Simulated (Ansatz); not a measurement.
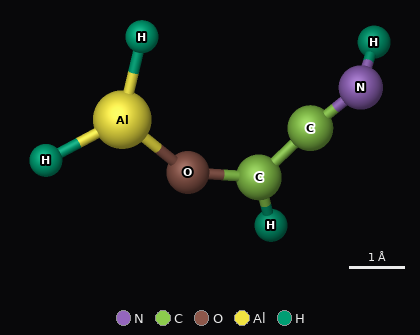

*The input geometry (ball-and-stick view, seen at a tilt). Sticks mark near contacts.*

Bond lengths as drawn: Al–H 1.59 to 1.60 Å, Al–O 1.73 Å, C–C 1.32 Å, C–H 1.08 Å, C–N 1.24 Å, C–O 1.37 Å and H–N 1.03 Å.

# Nudged elastic band of C$_{2}$H$_{4}$AlNO

- system: C$_{2}$H$_{4}$AlNO, SMILES N=C=C[O][AlH2]
- method: RKS PBE0-D4/6-31G (Ansatz 0.2.0)

It belongs to a series of runs on one base structure; here: band between the two ends.

What the program printed
```
Engine: ansatz 0.2.0, aarch64-unknown-linux-gnu
Functional definition: PBE0
  parameter a = 0.25
  parameter kappa = 0.804
  parameter beta = 0.06672455060314922
  exchange = (1 - a)*pbe_x(kappa = kappa, mu = beta*pi^2/3) + a*exact_x
  correlation = pbe_c(beta = beta)
797 factors; integrals over basis functions are off by at most 1.7e-4 eV
mean field evaluation 1: about -12253.9169 eV, gradient 5.1e1 eV
mean field evaluation 2: about -12239.6603 eV, gradient 9.6e1 eV
mean field evaluation 4: about -12259.1703 eV, gradient 6.3e0 eV
mean field evaluation 8: about -12259.2564 eV, gradient 2.9e-1 eV
mean field evaluation 16: about -12259.2567 eV, gradient 1.9e-5 eV
mean field -12259.25665737 eV, -450.5193725356 hartree, gradient 1.9e-5 eV, S^2 0.000000; 0 other end points of the search recorded, 0 dependent functions left out
the calculation of the forces begins
reference -12259.25668963 eV, -450.5193737213 hartree; 22, 22 occupied and 35, 35 virtual orbitals, 797 factors
797 factors; integrals over basis functions are off by at most 1.7e-4 eV
mean field evaluation 32: about -12259.2615 eV, gradient 3.1e-5 eV
mean field -12259.26153382 eV, -450.5195517419 hartree, gradient 3.1e-5 eV, S^2 0.000000; 0 other end points of the search recorded, 0 dependent functions left out
[... from here on the field's lines of each further geometry are left out, up to the last ...]
NEB iter   1: max|band force component| = 3.285e-1 eV/Å  barrier→ = 0.1217 eV  barrier← = 0.1200 eV  CI = image 3  Δτ_max = 0.0054 Å  (187 SCF iters)
NEB iter   2: max|band force component| = 7.453e-1 eV/Å  barrier→ = 0.1190 eV  barrier← = 0.1173 eV  CI = image 3  Δτ_max = 0.0118 Å  (155 SCF iters)
NEB iter   3: max|band force component| = 1.629e0 eV/Å  barrier→ = 0.1242 eV  barrier← = 0.1225 eV  CI = image 3  Δτ_max = 0.0065 Å  (156 SCF iters)
NEB iter   4: max|band force component| = 2.715e-1 eV/Å  barrier→ = 0.1145 eV  barrier← = 0.1127 eV  CI = image 3  Δτ_max = 0.0017 Å  (150 SCF iters)
NEB iter   5: max|band force component| = 1.935e-1 eV/Å  barrier→ = 0.1131 eV  barrier← = 0.1113 eV  CI = image 3  Δτ_max = 0.0145 Å  (118 SCF iters)
NEB iter   6: max|band force component| = 6.663e-1 eV/Å  barrier→ = 0.1065 eV  barrier← = 0.1048 eV  CI = image 3  Δτ_max = 0.0102 Å  (163 SCF iters)
NEB iter   7: max|band force component| = 1.355e0 eV/Å  barrier→ = 0.1111 eV  barrier← = 0.1094 eV  CI = image 3  Δτ_max = 0.0061 Å  (152 SCF iters)
NEB iter   8: max|band force component| = 1.100e-1 eV/Å  barrier→ = 0.1041 eV  barrier← = 0.1023 eV  CI = image 3  Δτ_max = 0.0007 Å  (149 SCF iters)
NEB iter   9: max|band force component| = 1.048e-1 eV/Å  barrier→ = 0.1037 eV  barrier← = 0.1019 eV  CI = image 3  Δτ_max = 0.0126 Å  (108 SCF iters)
NEB iter  10: max|band force component| = 3.387e-1 eV/Å  barrier→ = 0.0997 eV  barrier← = 0.0980 eV  CI = image 3  Δτ_max = 0.0053 Å  (157 SCF iters)
NEB iter  11: max|band force component| = 7.852e-1 eV/Å  barrier→ = 0.1009 eV  barrier← = 0.0991 eV  CI = image 3  Δτ_max = 0.0031 Å  (150 SCF iters)
NEB iter  12: max|band force component| = 1.338e-1 eV/Å  barrier→ = 0.0986 eV  barrier← = 0.0969 eV  CI = image 3  Δτ_max = 0.0009 Å  (121 SCF iters)
NEB iter  13: max|band force component| = 8.790e-2 eV/Å  barrier→ = 0.0984 eV  barrier← = 0.0966 eV  CI = image 3  Δτ_max = 0.0050 Å  (109 SCF iters)
NEB iter  14: max|band force component| = 1.887e-1 eV/Å  barrier→ = 0.0975 eV  barrier← = 0.0958 eV  CI = image 3  Δτ_max = 0.0030 Å  (125 SCF iters)
NEB iter  15: max|band force component| = 3.841e-1 eV/Å  barrier→ = 0.0977 eV  barrier← = 0.0959 eV  CI = image 3  Δτ_max = 0.0056 Å  (125 SCF iters)
NEB iter  16: max|band force component| = 8.010e-1 eV/Å  barrier→ = 0.0994 eV  barrier← = 0.0977 eV  CI = image 3  Δτ_max = 0.0036 Å  (146 SCF iters)
NEB iter  17: max|band force component| = 6.137e-2 eV/Å  barrier→ = 0.0969 eV  barrier← = 0.0951 eV  CI = image 3  Δτ_max = 0.0004 Å  (134 SCF iters)
NEB iter  18: max|band force component| = 5.551e-2 eV/Å  barrier→ = 0.0968 eV  barrier← = 0.0950 eV  CI = image 3  Δτ_max = 0.0109 Å  (101 SCF iters)
NEB iter  19: max|band force component| = 3.274e-1 eV/Å  barrier→ = 0.0952 eV  barrier← = 0.0935 eV  CI = image 3  Δτ_max = 0.0048 Å  (142 SCF iters)
NEB iter  20: max|band force component| = 6.627e-1 eV/Å  barrier→ = 0.0964 eV  barrier← = 0.0947 eV  CI = image 3  Δτ_max = 0.0030 Å  (141 SCF iters)
NEB iter  21: max|band force component| = 5.970e-2 eV/Å  barrier→ = 0.0947 eV  barrier← = 0.0929 eV  CI = image 3  Δτ_max = 0.0004 Å  (123 SCF iters)
NEB iter  22: max|band force component| = 5.145e-2 eV/Å  barrier→ = 0.0946 eV  barrier← = 0.0929 eV  CI = image 3  Δτ_max = 0.0037 Å  (100 SCF iters)
NEB iter  23: max|band force component| = 7.669e-2 eV/Å  barrier→ = 0.0943 eV  barrier← = 0.0925 eV  CI = image 3  Δτ_max = 0.0011 Å  (122 SCF iters)
NEB iter  24: max|band force component| = 1.583e-1 eV/Å  barrier→ = 0.0943 eV  barrier← = 0.0925 eV  CI = image 3  Δτ_max = 0.0025 Å  (116 SCF iters)
NEB iter  25: max|band force component| = 3.388e-1 eV/Å  barrier→ = 0.0946 eV  barrier← = 0.0928 eV  CI = image 3  Δτ_max = 0.0015 Å  (122 SCF iters)
NEB iter  26: max|band force component| = 3.497e-2 eV/Å  barrier→ = 0.0941 eV  barrier← = 0.0924 eV  CI = image 3  Δτ_max = 0.0797 Å  (115 SCF iters)
NEB iter  27: max|band force component| = 3.741e-1 eV/Å  barrier→ = 0.1108 eV  barrier← = 0.1090 eV  CI = image 3  Δτ_max = 0.0398 Å  (32 SCF iters)
NEB iter  28: max|band force component| = 1.322e-1 eV/Å  barrier→ = 0.0951 eV  barrier← = 0.0933 eV  CI = image 3  Δτ_max = 0.0799 Å  (157 SCF iters)
NEB iter  29: max|band force component| = 5.015e-1 eV/Å  barrier→ = 0.1326 eV  barrier← = 0.1308 eV  CI = image 4  Δτ_max = 0.0402 Å  (151 SCF iters)
NEB iter  30: max|band force component| = 2.227e-1 eV/Å  barrier→ = 0.0927 eV  barrier← = 0.0909 eV  CI = image 3  Δτ_max = 0.0561 Å  (146 SCF iters)
NEB iter  31: max|band force component| = 6.577e-2 eV/Å  barrier→ = 0.0926 eV  barrier← = 0.0908 eV  CI = image 3  Δτ_max = 0.0245 Å  (143 SCF iters)
the calculation of the forces begins
reference -12259.24058667 eV, -450.5187819483 hartree; 22, 22 occupied and 35, 35 virtual orbitals, 797 factors
797 factors; integrals over basis functions are off by at most 2.0e-4 eV
mean field evaluation 1088: about -12253.7325 eV, gradient 5.2e1 eV
mean field -12259.16922120 eV, -450.5161593158 hartree, gradient 2.5e-5 eV, S^2 0.000000; 1 other end points of the search recorded, 0 dependent functions left out
the calculation of the forces begins
reference -12259.16925435 eV, -450.5161605339 hartree; 22, 22 occupied and 35, 35 virtual orbitals, 797 factors
NEB iter  32: max|band force component| = 2.466e-2 eV/Å  barrier→ = 0.0925 eV  barrier← = 0.0907 eV  CI = image 3  Δτ_max = 0.0000 Å  (285 SCF iters)
```

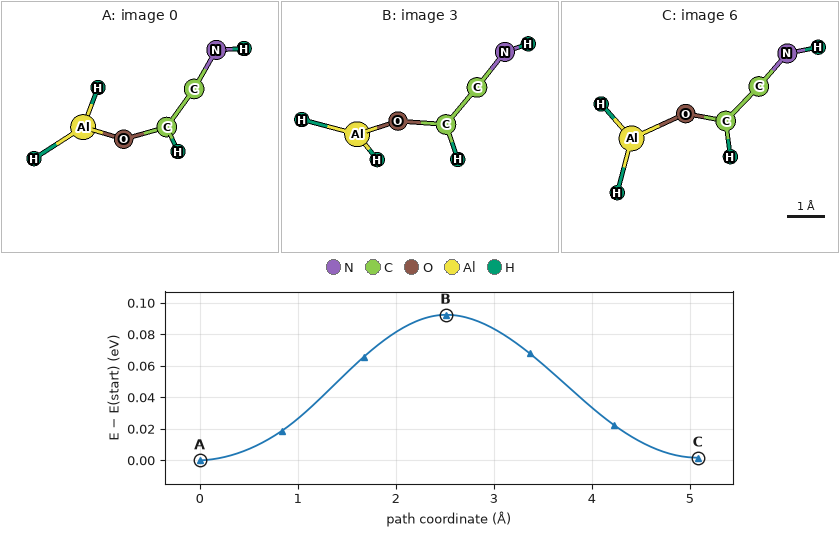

*Images of the last band (counted from 0; ball-and-stick, seen at a tilt) above the energy along the path; the line is a cubic interpolation that uses the forces.*

The highest image is number 3, 0.092 eV above the start and 0.091 eV above the end (the climbing image); the end lies 0.002 eV above the start. The path is 5.08 Å long. The band converged in 32 iterations.

```
Total energy: -12259.30264332 eV, -450.5210624881 hartree
Atom 0 at     1.417961     2.364186    -0.406733 Å, force    -0.004831     0.004277     0.000357 eV/Å
Atom 1 at     1.023248     1.195855    -0.530021 Å, force     0.001757    -0.004774    -0.003359 eV/Å
Atom 2 at     0.752706    -0.092995    -0.625735 Å, force     0.001753    -0.004176     0.013963 eV/Å
Atom 3 at     0.175386    -0.820515     0.387807 Å, force    -0.019591     0.000481    -0.011019 eV/Å
Atom 4 at    -1.299701    -1.526477     0.959034 Å, force     0.017580     0.007106    -0.001709 eV/Å
Atom 5 at     0.802765     3.132392    -0.699036 Å, force     0.003163    -0.003076     0.001793 eV/Å
Atom 6 at     1.022379    -0.634439    -1.526549 Å, force     0.000369     0.000918    -0.001019 eV/Å
Atom 7 at    -2.642115    -1.319919     0.103321 Å, force    -0.000429    -0.000832     0.000134 eV/Å
Atom 8 at    -1.164128    -2.344288     2.320911 Å, force     0.000229     0.000076     0.000860 eV/Å
Dipole moment:    -0.528188    -0.043630    -0.256029 e Å
this run last wrote the band of iteration 32 to [file]; this run last wrote the band within `neb.f_tol` of iteration 26 to [file]
```

The last band as extended XYZ (Å, eV, eV/Å)
```
9
Properties=species:S:1:pos:R:3:forces:R:3 image=0 energy=-12259.39510
N     0.4691    2.1737   -1.1114    0.0022  -0.0061   0.0097
C     0.7149    0.9832   -0.8731    0.0003   0.0033  -0.0060
C     1.0815   -0.2219   -0.4699   -0.0029  -0.0071   0.0043
O     0.3754   -0.9919    0.4136   -0.0108   0.0016   0.0039
Al   -1.0767   -1.1753    1.3406    0.0011   0.0007   0.0041
H    -0.1177    2.4169   -1.9172   -0.0010  -0.0007  -0.0052
H     1.9900   -0.6723   -0.8502    0.0081   0.0081  -0.0072
H    -2.2647   -0.1164    1.1418    0.0029   0.0007  -0.0017
H    -1.0832   -2.4423    2.3090    0.0000  -0.0006  -0.0019
9
Properties=species:S:1:pos:R:3:forces:R:3 image=1 energy=-12259.37641
N     0.7545    2.2957   -0.8002   -0.0156  -0.0069  -0.0073
C     0.7998    1.0575   -0.7546    0.0017   0.0016   0.0027
C     1.0062   -0.2332   -0.5548    0.0054  -0.0034   0.0149
O     0.3251   -0.9914    0.3580   -0.0173  -0.0190  -0.0164
Al   -1.1545   -1.2895    1.2039    0.0158   0.0133  -0.0058
H     0.1160    2.7495   -1.4633   -0.0068  -0.0020  -0.0044
H     1.7624   -0.7591   -1.1255    0.0130   0.0095   0.0082
H    -2.4745   -0.4920    0.7616    0.0124   0.0232   0.0093
H    -1.0463   -2.3836    2.3580   -0.0086  -0.0163  -0.0014
9
Properties=species:S:1:pos:R:3:forces:R:3 image=2 energy=-12259.32938
N     1.0958    2.3596   -0.5685   -0.0190  -0.0088  -0.0037
C     0.9123    1.1345   -0.6327   -0.0123  -0.0039   0.0062
C     0.8942   -0.1862   -0.6022    0.0180   0.0006   0.0177
O     0.2615   -0.9247    0.3647   -0.0208  -0.0225  -0.0310
Al   -1.2395   -1.4083    1.0754    0.0203   0.0113   0.0011
H     0.4457    2.9866   -1.0568   -0.0067   0.0003  -0.0047
H     1.4272   -0.7520   -1.3582    0.0246  -0.0001   0.0083
H    -2.6084   -0.9038    0.4080   -0.0026   0.0304   0.0131
H    -1.1003   -2.3519    2.3534   -0.0015  -0.0073  -0.0070
9
Properties=species:S:1:pos:R:3:forces:R:3 image=3 energy=-12259.30261
N     1.4180    2.3642   -0.4067   -0.0048   0.0043   0.0004
C     1.0232    1.1959   -0.5300    0.0018  -0.0048  -0.0034
C     0.7527   -0.0930   -0.6257    0.0018  -0.0042   0.0140
O     0.1754   -0.8205    0.3878   -0.0196   0.0005  -0.0110
Al   -1.2997   -1.5265    0.9590    0.0176   0.0071  -0.0017
H     0.8028    3.1324   -0.6990    0.0032  -0.0031   0.0018
H     1.0224   -0.6344   -1.5265    0.0004   0.0009  -0.0010
H    -2.6421   -1.3199    0.1033   -0.0004  -0.0008   0.0001
H    -1.1641   -2.3443    2.3209    0.0002   0.0001   0.0009
9
Properties=species:S:1:pos:R:3:forces:R:3 image=4 energy=-12259.32712
N     1.7001    2.3074   -0.3081    0.0098   0.0014   0.0113
C     1.1053    1.2335   -0.4655   -0.0102   0.0004   0.0137
C     0.5824    0.0333   -0.6388    0.0081  -0.0127  -0.0065
O     0.0481   -0.6968    0.3937   -0.0092   0.0190   0.0056
Al   -1.3279   -1.6362    0.8679    0.0057   0.0016  -0.0066
H     1.1767    3.1862   -0.3929    0.0214   0.0036  -0.0085
H     0.5854   -0.4137   -1.6281   -0.0319   0.0099  -0.0061
H    -2.5683   -1.7349   -0.1458    0.0050  -0.0327  -0.0107
H    -1.2133   -2.3251    2.3006    0.0014   0.0095   0.0077
9
Properties=species:S:1:pos:R:3:forces:R:3 image=5 energy=-12259.37248
N     1.9207    2.1929   -0.2576    0.0092  -0.0027  -0.0020
C     1.1310    1.2571   -0.4302    0.0033  -0.0028   0.0006
C     0.3964    0.1810   -0.6508   -0.0104   0.0059   0.0011
O    -0.1124   -0.5759    0.3692   -0.0051   0.0129   0.0041
Al   -1.3276   -1.7281    0.8008   -0.0018  -0.0071  -0.0015
H     1.5591    3.1479   -0.1600    0.0138  -0.0005   0.0014
H     0.1751   -0.1153   -1.6722   -0.0180   0.0112   0.0001
H    -2.4057   -2.1385   -0.3148    0.0122  -0.0264  -0.0094
H    -1.2481   -2.2672    2.2987   -0.0031   0.0095   0.0056
9
Properties=species:S:1:pos:R:3:forces:R:3 image=6 energy=-12259.39335
N     0.5279    2.7052   -0.9577    0.0014  -0.0033   0.0015
C     0.4454    1.4826   -0.7942    0.0006   0.0032  -0.0001
C     0.4972    0.1870   -0.5362   -0.0008   0.0003  -0.0004
O    -0.2711   -0.3907    0.4355   -0.0009  -0.0020   0.0014
Al   -0.6185   -1.8522    1.2911   -0.0001   0.0012   0.0001
H    -0.0920    3.1726   -1.6277   -0.0011   0.0001  -0.0015
H     1.1558   -0.4495   -1.1206    0.0007   0.0009  -0.0006
H     0.1889   -3.1770    0.8809    0.0001  -0.0005  -0.0003
H    -1.7452   -1.7241    2.4118    0.0002   0.0000   0.0000
```

This output came from the following input.

Input file
```yaml
crystal:
  periodic: [false, false, false]
  atoms:
    - { symbol: "N", position_ang: [0.469084, 2.173717, -1.111444] }
    - { symbol: C, position_ang: [0.714857, 0.983188, -0.873126] }
    - { symbol: C, position_ang: [1.081523, -0.221878, -0.469934] }
    - { symbol: O, position_ang: [0.375353, -0.991904, 0.413563] }
    - { symbol: Al, position_ang: [-1.076693, -1.175269, 1.340582] }
    - { symbol: H, position_ang: [-0.117738, 2.416909, -1.91725] }
    - { symbol: H, position_ang: [1.990012, -0.672294, -0.850214] }
    - { symbol: H, position_ang: [-2.26465, -0.116354, 1.141849] }
    - { symbol: H, position_ang: [-1.083247, -2.442315, 2.308974] }
basis:
  gaussian: { orbitals: "6-31G" }
hamiltonian:
  xc: pbe0
  dispersion: d4
neb:
  order_check: false
  images: 5
  f_tol: 0.05
  max_iterations: 60
  initial_path: idpp
  optimiser: lbfgs
  climbing: true
  final_atoms:
    - { symbol: "N", position_ang: [0.92600871, 2.42676659, -1.33399968] }
    - { symbol: C, position_ang: [0.69392242, 1.26723584, -0.97340788] }
    - { symbol: C, position_ang: [0.57532719, 0.04265107, -0.48960458] }
    - { symbol: O, position_ang: [-0.36106764, -0.27766115, 0.45314727] }
    - { symbol: Al, position_ang: [-0.96289577, -1.51991987, 1.49397627] }
    - { symbol: H, position_ang: [0.44434729, 2.81149011, -2.15341804] }
    - { symbol: H, position_ang: [1.22694372, -0.74445808, -0.85870644] }
    - { symbol: H, position_ang: [-0.25894367, -2.96083148, 1.43467052] }
    - { symbol: H, position_ang: [-2.19514125, -1.09147303, 2.41034256] }
```

Launch command:
```bash
ansatz run input.yaml --threads 1 --pin off --max-ram 2048MiB --backend cpu --events-out ev --progress --plain --runs-dir out
```

Key numbers

- outcome: converged
- barrier, forward: 0.092 eV
- barrier, backward: 0.091 eV
- hardware: 1 thread of Arm Neoverse V1, 24 GiB of memory available, shared host
- wall time: 7.1 min
- peak memory: 0.13 GiB

The order of the saddle point was not checked.
